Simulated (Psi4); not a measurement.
**MP2/CBS (density fitting, density fitting for correlation, extrapolation mp2/aug-cc-pv[dt]z) run of TiO2 (SMILES [O]=[Ti]=[O])**

Aim: the energy difference between two shapes of TiO2 at MP2/CBS (density fitting, density fitting for correlation, extrapolation mp2/aug-cc-pv[dt]z), from 2 runs. 

The results are computed with Psi4 1.11.

6 further runs of the same task are left out: 5 that didn't finish, 1 set aside as unsound or not needed.

## Step 1: The structure to begin with

TiO2 has 3 atoms, charge 0, and is taken as a singlet. SMILES: `[O]=[Ti]=[O]`. The shape comes from GFN2-xTB, which is rough for such elements, and wasn't checked as a minimum.

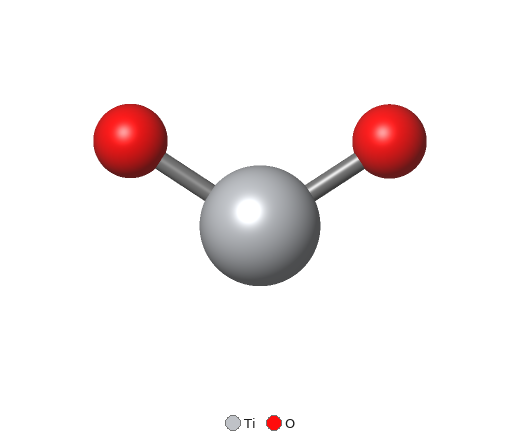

Viewed from a chosen angle; titanium light grey, oxygen red.

## Step 2: A single-point energy at MP2/CBS (density fitting, density fitting for correlation, extrapolation mp2/aug-cc-pv[dt]z)

o2ti.xyz reads:

```xyz
3
O2Ti
Ti     0.004550    -0.005680    -0.594650
O      1.361390    -0.020020     0.307930
O     -1.365930     0.025690     0.286720
```

o2ti.py reads:

```python
import psi4

psi4.set_memory(1600000000)
psi4.set_num_threads(1)
psi4.set_output_file('o2ti.out', False)

with open('o2ti.xyz') as f:
    atoms = ''.join(f.readlines()[2:])
mol = psi4.geometry('0 1\n' + atoms + 'symmetry c1')

psi4.set_options({
    'scf_type': 'df',
    'freeze_core': True,
})

energy_value = psi4.energy('mp2/aug-cc-pv[dt]z', molecule=mol)
print(f'total energy {energy_value:.8f} hartree = {energy_value * 27.211386:.5f} eV')
```

The run is started by

```sh
python o2ti.py
```

o2ti.out:

```text
[...]
  Running in c1 symmetry.
[...]
  Nuclear repulsion =  126.712608119806518
[...]
  Multiplicity = 1
[...]
  Nalpha       = 19
  Nbeta        = 19
[...]
    Number of basis functions: 185
[...]
   @DF-RHF iter   1:  -997.49867609871046   -1.01499e+00   6.94715e-03 DIIS/ADIIS
[...]
   @DF-RHF iter  16:  -998.14569200420749   -2.13731e-11   9.51014e-09 DIIS
[...]
    Orbital Energies [Eh]
    ---------------------
    Doubly Occupied:
       1A   -183.409059     2A    -21.578060     3A    -20.519384
       4A    -20.519371     5A    -17.946465     6A    -17.945320
       7A    -17.944815     8A     -2.986533     9A     -1.935142
      10A     -1.919085    11A     -1.903005    12A     -1.178498
      13A     -1.157590    14A     -0.515574    15A     -0.499045
      16A     -0.465355    17A     -0.440685    18A     -0.440563
      19A     -0.412805
[...]
  @DF-RHF Final Energy:  -998.14569200420749
   => Energetics <=
    Nuclear Repulsion Energy =            126.7126081198065179
    One-Electron Energy =               -1622.2838884741370293
    Two-Electron Energy =                 497.4255883501231779
    Total Energy =                       -998.1456920042073762
[...]
 Multipole Moments:
 ------------------------------------------------------------------------------------
     Multipole            Electronic (a.u.)      Nuclear  (a.u.)        Total (a.u.)
 ------------------------------------------------------------------------------------
 L = 1.  Multiply by 2.5417464519 to convert [e a0] to [Debye]
 Dipole X            :         -0.0345302            0.0104335           -0.0240967
 Dipole Y            :         -4.4104551            1.3367346           -3.0737205
 Dipole Z            :          0.0000000           -0.0000000            0.0000000
 Magnitude           :                                                    3.0738149
[...]
```

Standard output:

```text
total energy -998.93282833 hartree = -27182.34678 eV
```

It took 29 s on 1 thread of Intel Xeon Platinum 8375C at 2.90GHz (Ice Lake), shared host; peak memory 0.83 GiB.

## Step 3: The distorted shape

calc.py reads:

```python
import psi4

psi4.set_memory('1600 MB')
psi4.set_num_threads(1)
psi4.set_output_file('o2ti.out', False)

m = psi4.geometry("""
0 1
Ti    -0.027000    -0.024170    -0.560549
O      1.326122    -0.009581     0.295572
O     -1.352494     0.014000     0.272531
symmetry c1
""")

options = {'scf_type': 'df', 'freeze_core': True}
psi4.set_options(options)

result = psi4.energy("mp2/aug-cc-pv[dt]z")
print('E =', round(result, 9))
```

The run is started by

```sh
python calc.py
```

o2ti.out:

```text
[...]
  Running in c1 symmetry.
[...]
  Nuclear repulsion =  130.278233140097171
[...]
  Multiplicity = 1
[...]
  Nalpha       = 19
  Nbeta        = 19
[...]
    Number of basis functions: 185
[...]
   @DF-RHF iter   1:  -997.54093763882747   -9.31122e-01   6.84928e-03 ADIIS/DIIS
[...]
   @DF-RHF iter  16:  -998.14406797644006   -8.86757e-12   6.93294e-09 DIIS
[...]
    Orbital Energies [Eh]
    ---------------------
    Doubly Occupied:
       1A   -183.375951     2A    -21.546510     3A    -20.518977
       4A    -20.508160     5A    -17.914823     6A    -17.913764
       7A    -17.912844     8A     -2.967900     9A     -1.931890
      10A     -1.904157    11A     -1.883266    12A     -1.180296
      13A     -1.150958    14A     -0.527317    15A     -0.505925
      16A     -0.480554    17A     -0.444154    18A     -0.439620
      19A     -0.413393
[...]
  @DF-RHF Final Energy:  -998.14406797644006
   => Energetics <=
    Nuclear Repulsion Energy =            130.2782331400971714
    One-Electron Energy =               -1629.8036814702011270
    Two-Electron Energy =                 501.3813803536638147
    Total Energy =                       -998.1440679764400556
[...]
 Multipole Moments:
 ------------------------------------------------------------------------------------
     Multipole            Electronic (a.u.)      Nuclear  (a.u.)        Total (a.u.)
 ------------------------------------------------------------------------------------
 L = 1.  Multiply by 2.5417464519 to convert [e a0] to [Debye]
 Dipole X            :          4.1944822           -1.2662991            2.9281830
 Dipole Y            :          0.1621546           -0.0207019            0.1414527
 Dipole Z            :          0.0000000            0.0000000            0.0000000
 Magnitude           :                                                    2.9315977
[...]
```

The script printed:

```text
E = -998.918632187
```

Run time: 28 s. Hardware: 1 thread of Intel Xeon Platinum 8375C at 2.90GHz (Ice Lake), shared host; peak memory 0.84 GiB.

## Step 4: Summary of results

Level: MP2/CBS (density fitting, density fitting for correlation, extrapolation mp2/aug-cc-pv[dt]z).

| quantity | value |
| --- | --- |
| first shape: total energy | -998.93283 Eh |
| first shape: correlation energy | -749.2 mEh |
| distorted shape: total energy | -998.91863 Eh |
| distorted shape: correlation energy | -736.4 mEh |
| energy change with the atoms displaced | 0.386 eV |

What this shows: With the atoms displaced the energy rises by 0.39 eV (37.3 kJ/mol). The first shape isn't relaxed at this level, so the change isn't measured from a minimum.
